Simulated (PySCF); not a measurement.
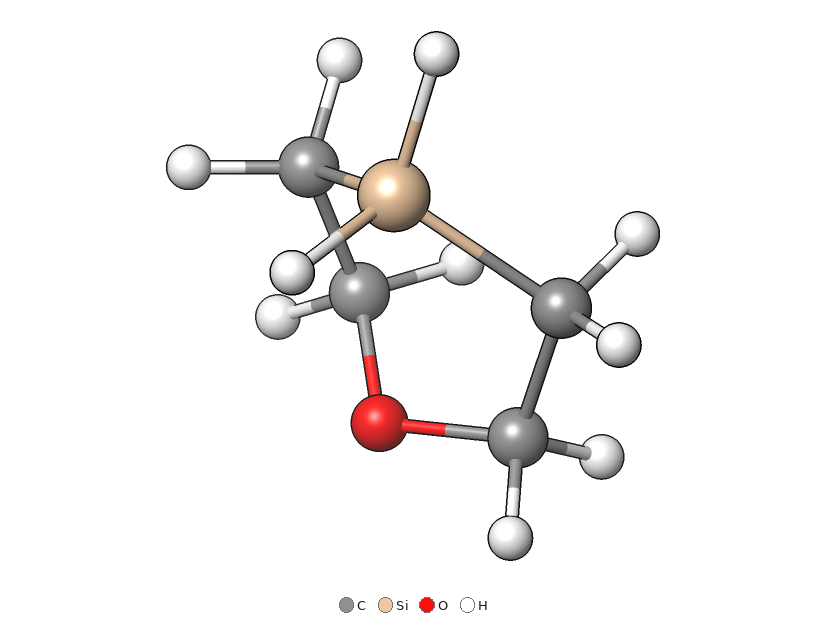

Rendered structure (ball-and-stick style). Every bond is drawn as one stick, whatever its order.

Computed geometry: PBE0-D3(BJ)/def2-SVP optimisation. No frequency run is at hand to confirm it as a minimum.

> Count the atoms of each element.

C4H10OSi, 16 atoms: 4 carbon, 10 hydrogen, 1 oxygen and 1 silicon.

> Describe its rings.

Independent rings (smallest set): 1 of 6 members.

> Name some functional groups or characteristic bonds that it holds.

Among them: ether, Si–H bond.

> How many bonds of each kind are drawn?

8 C–H, 2 C–C, 2 C–Si, 2 C–O, 2 Si–H.

> Which point group does it belong to?

C1.

The parts below concern this one geometry. Atoms keep their numbers from picture to picture.

### Geometry

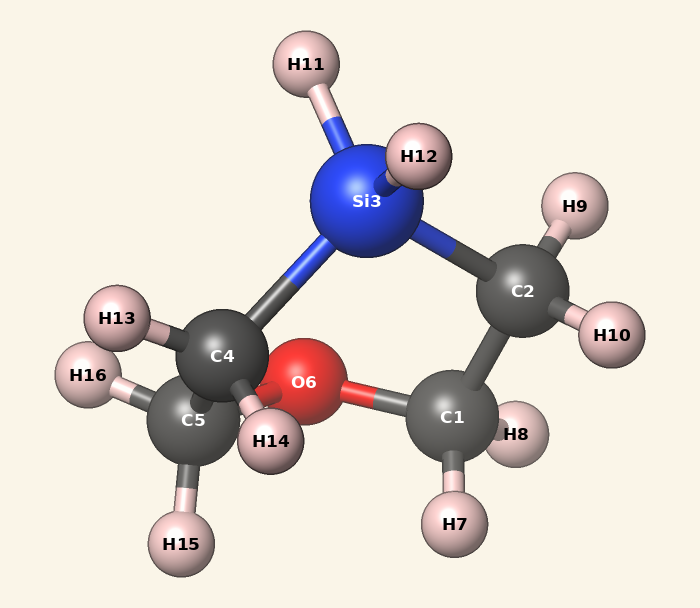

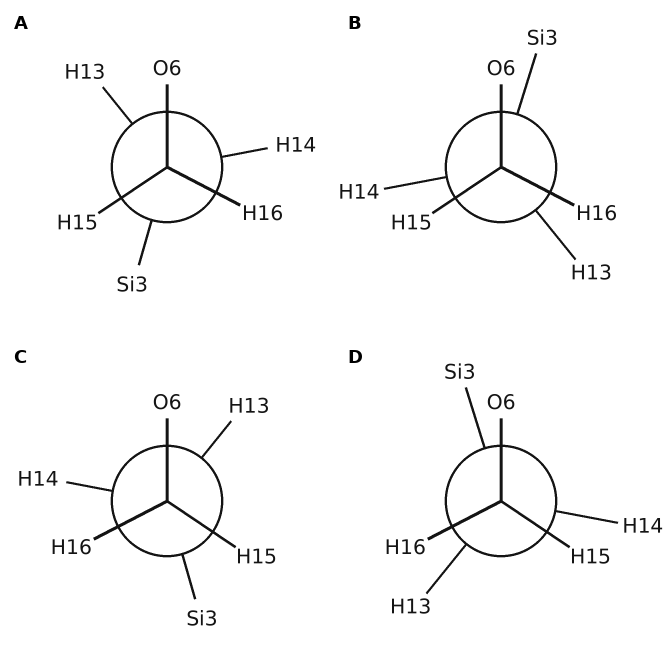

Distant atoms are faded towards the background colour. Bonds that would overlap in a projection are set slightly apart. No frequency run is at hand to confirm it as a minimum.

> Which Newman projection shows the view along C5–C4, with C5 in front?

B. The torsion angle O6–C5–C4–Si3 is 16°, synperiplanar.

### Levels of theory compared

No frequency run is at hand to confirm it as a minimum. Program: PySCF 2.14.0.

At this fixed geometry, give HOMO–LUMO gap (eV), dipole (D) at these levels: BLYP/pcSseg-1; BP86/pcSseg-1; LDA/pcSseg-1; OPBE/pcSseg-1; PBE/pcSseg-1.

```json
{"level": "BLYP/pcSseg-1", "HOMO–LUMO gap (eV)": "5.99", "dipole (D)": "1.29"}
{"level": "BP86/pcSseg-1", "HOMO–LUMO gap (eV)": "6.14", "dipole (D)": "1.33"}
{"level": "LDA/pcSseg-1", "HOMO–LUMO gap (eV)": "5.92", "dipole (D)": "1.37"}
{"level": "OPBE/pcSseg-1", "HOMO–LUMO gap (eV)": "6.25", "dipole (D)": "1.32"}
{"level": "PBE/pcSseg-1", "HOMO–LUMO gap (eV)": "6.02", "dipole (D)": "1.31"}
```

### Ring current

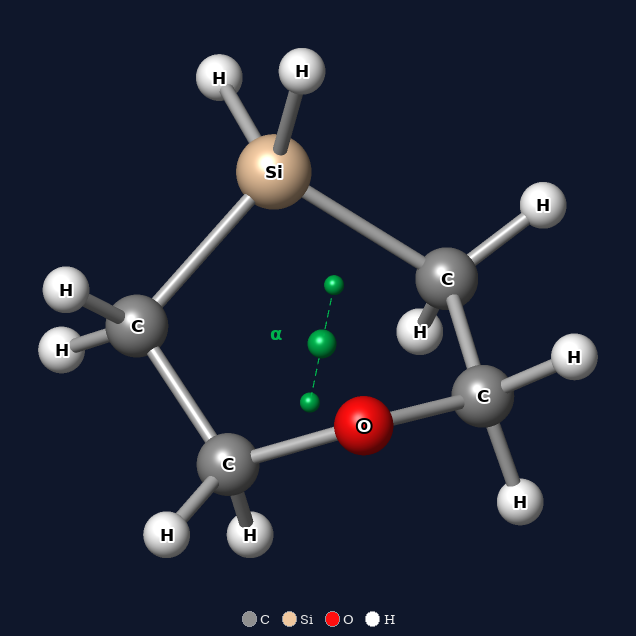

The small points mark where nucleus-independent chemical shifts (NICS) were computed: at the centre of each lettered ring and 1 Å above and below it. No frequency run is at hand to confirm it as a minimum. Level of theory: GIAO BLYP/pcSseg-1 NMR shielding, non-relativistic, gas phase (PySCF 2.14.0).

Give NICS(0), NICS(1) and the out-of-plane component NICS(1)zz for each ring (means of the two sides).

```
ring  members  NICS(0)  NICS(1)  NICS(1)zz
   α    C4OSi     −1.6     −2.4        2.6
```

Values in ppm.

> What do the values say about the ring currents?

Ring α: weak, as in a non-aromatic ring. NICS is one index among several.

### NMR shielding

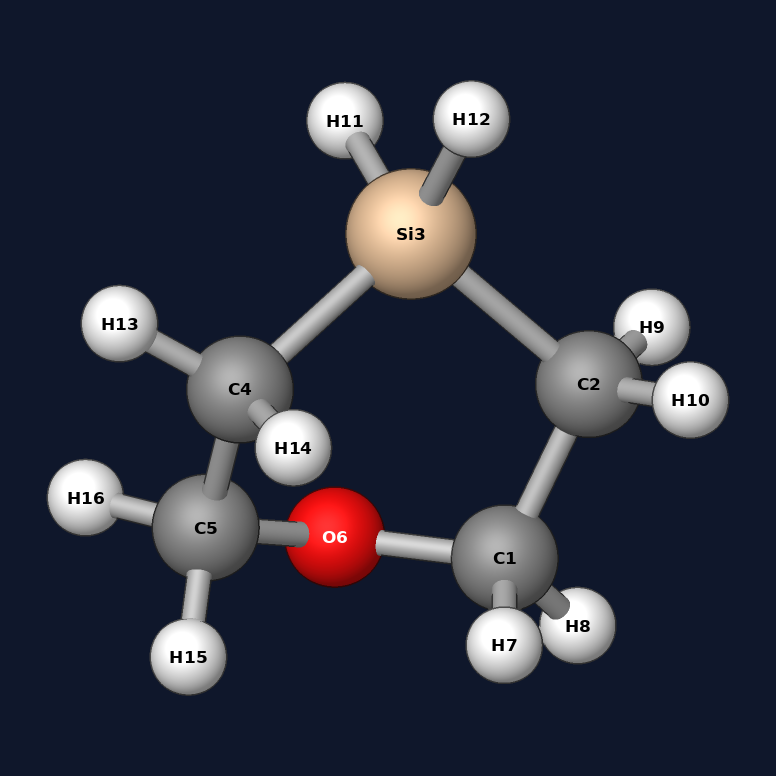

No frequency run is at hand to confirm it as a minimum. Properties computed with GIAO LDA/pcSseg-1 NMR shielding, non-relativistic, gas phase (PySCF 2.14.0). Principal shieldings σ11 ≤ σ22 ≤ σ33, span Ω = σ33 − σ11, skew κ = 3(σiso − σ22)/Ω.

Give the shielding tensors of the Si atoms.

```json
{"atom": "Si3", "σ11": "343.8", "σ22": "379.3", "σ33": "408.4", "σiso": "377.2", "Ω": "64.6", "κ": "−0.10"}
```

Shieldings and span in ppm.
